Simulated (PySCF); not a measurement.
# C5H10BNO: electronic excitations

What electronic excitations should C5H10BNO (`C=C[B@H-]([N+]#CC)OC`) show?

Programs: PySCF 2.14.0, with density-fitted response routines of our own. Each step states its level of theory. These are calculated values for one molecule in the gas phase, unless marked as measured. Atoms count from 0, in the outputs and in this text.

**1. Starting geometry**

18 atoms, charge 0, multiplicity 1; geometry from: GFN2-xTB.

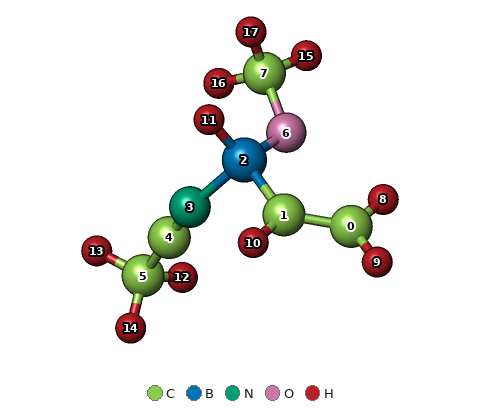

As it starts; carbon green, boron blue, nitrogen teal, oxygen pink, hydrogen red, atoms numbered.

**2. Excited states and response: CAM-B3LYP/def2-SVPD**

What the job is given:

```
{"job": {"kind": "uv", "xc": "CAM-B3LYP", "basis": "def2-SVPD", "nstates": 8, "ntriplets": 3}, "charge": 0, "multiplicity": 1}
C     -2.073834     2.036657    -0.473568
C     -1.177556     1.620849     0.404210
B     -0.694099     0.101118     0.554709
N      0.879314     0.205339     0.291138
C      1.838927     0.111852    -0.332443
C      3.038710     0.003218    -1.101790
O     -1.141882    -0.748446    -0.510832
C     -1.075229    -2.127713    -0.341794
H     -2.510276     1.347181    -1.176855
H     -2.417753     3.060342    -0.529896
H     -0.761241     2.341909     1.101958
H     -0.766859    -0.344592     1.662147
H      2.781100    -0.245841    -2.131639
H      3.677824    -0.777882    -0.689143
H      3.573034     0.952921    -1.084755
H     -1.607736    -2.596168    -1.173729
H     -0.034425    -2.488612    -0.345946
H     -1.536776    -2.445815     0.601810
```

Method: TDDFT CAM-B3LYP/def2-SVPD, vertical, gas phase, core orbitals frozen in the response.

Run with:

```bash
$ OMP_NUM_THREADS=1 python probes_run.py task.json out
```

This one command runs all jobs of the session in turn.

What will the session give for the following? lowest singlet (CAM-B3LYP/def2-SVPD); brightest single state of those computed; lowest triplet; surface potential, least and greatest. Wanted: lowest singlet; brightest single state of those computed; lowest triplet; surface potential, least and greatest.

The runs gave:

| quantity | value |
| --- | --- |
| lowest singlet (CAM-B3LYP/def2-SVPD) | 5.63 eV (220 nm), f = 0.007 |
| brightest single state of those computed | state 8, 6.53 eV, f = 0.078 |
| lowest triplet | 4.41 eV |
| surface potential, least and greatest | -1.89 V and 2.03 V |

What this shows: The first singlet state (HOMO−1→LUMO 0.51, HOMO→LUMO 0.27) lies at 5.63 eV and is weak; of the 8 states computed, the strongest absorption comes from state 8 at 6.53 eV (the last computed, so partners may be missing). The lowest triplet lies 1.22 eV below the lowest singlet (triplets in Tamm-Dancoff, singlets in full TDDFT).
